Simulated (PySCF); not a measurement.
# C8H7Si (SMILES C#C[SiH2]c1cc[c]cc1) (doublet): what the fields show

```yaml
atoms:
  - { symbol: C, position_ang: [3.4541, -0.2831, 1.2313] }
  - { symbol: C, position_ang: [2.6302, -0.5602, 0.4004] }
  - { symbol: Si, position_ang: [1.3479, -0.9661, -0.8727] }
  - { symbol: C, position_ang: [-0.2699, -0.1476, -0.3310] }
  - { symbol: C, position_ang: [-0.4600, 1.2144, -0.5260] }
  - { symbol: C, position_ang: [-1.6405, 1.8377, -0.1271] }
  - { symbol: C, position_ang: [-2.5953, 1.0609, 0.4599] }
  - { symbol: C, position_ang: [-2.4657, -0.2784, 0.6784] }
  - { symbol: C, position_ang: [-1.2787, -0.8861, 0.2723] }
  - { symbol: H, position_ang: [4.1771, -0.0432, 1.9577] }
  - { symbol: H, position_ang: [1.7756, -0.4109, -2.1629] }
  - { symbol: H, position_ang: [1.1782, -2.4222, -0.9337] }
  - { symbol: H, position_ang: [0.3134, 1.8088, -0.9936] }
  - { symbol: H, position_ang: [-1.7769, 2.8974, -0.2856] }
  - { symbol: H, position_ang: [-3.2433, -0.8640, 1.1468] }
  - { symbol: H, position_ang: [-1.1539, -1.9485, 0.4334] }
```

Geometry: GFN2-xTB.

Computed with PySCF 2.14.0, density-fitted response routines, UKS B3LYP, pcH-1 on C H Si, non-relativistic, mean-field spin-orbit, GIAO.

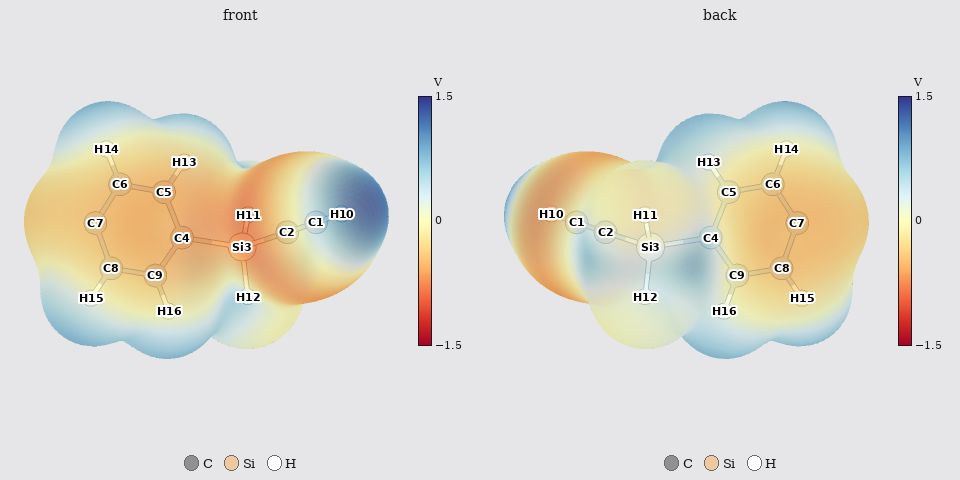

Figure 1. The electrostatic potential painted on the density surface at 0.001 e/bohr³, seen from the front and from behind; the colour scale runs from red (negative) to blue (positive).

Describe the electrostatic potential map.

The most negative region (about −0.8 V, or −18 kcal/mol for a unit charge) lies over C1 and C2, the most positive (about +1.3 V, or +30 kcal/mol for a unit charge) over H10.

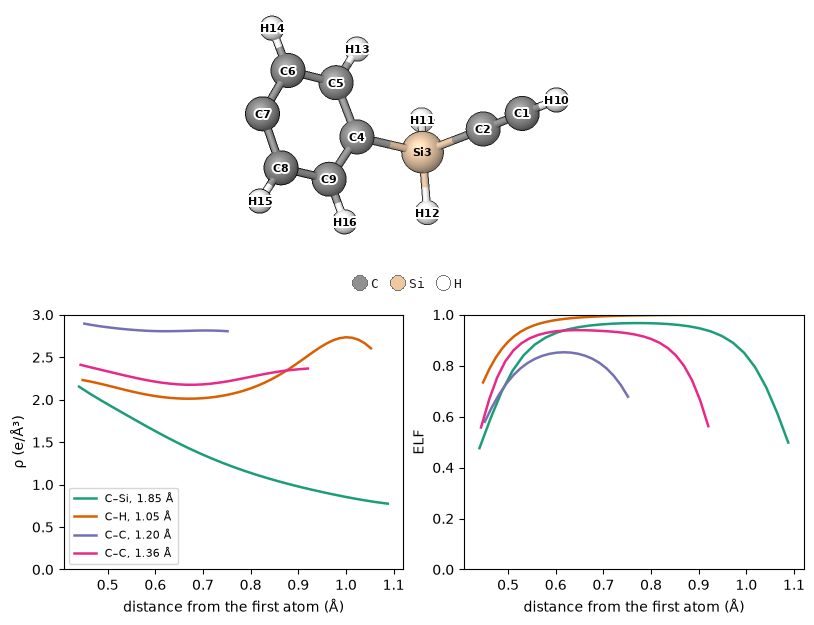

Figure 2. Electron density and ELF along straight lines between neighbouring atoms. The curves leave out the atomic cores. The structure is drawn too.

What can be read from the curves?

C–Si (1.85 Å): the density is about 0.94 e/Å³ at the midpoint; the ELF peaks at about 0.95 between the atoms, as expected for a covalent bond.
C–H (1.05 Å): ρ is about 2.1 e/Å³ halfway; the ELF climbs to about 1 towards the hydrogen, as it does in any bond to H (an ordinary covalent bond to hydrogen).
C–C (1.20 Å): ρ at the midpoint is about 2.8 e/Å³; the ELF peaks at about 0.85 between the atoms: a multiple bond.
C–C (1.36 Å): ρ is about 2.2 e/Å³ halfway; the ELF peaks at about 0.95 between the atoms; a covalent bond.
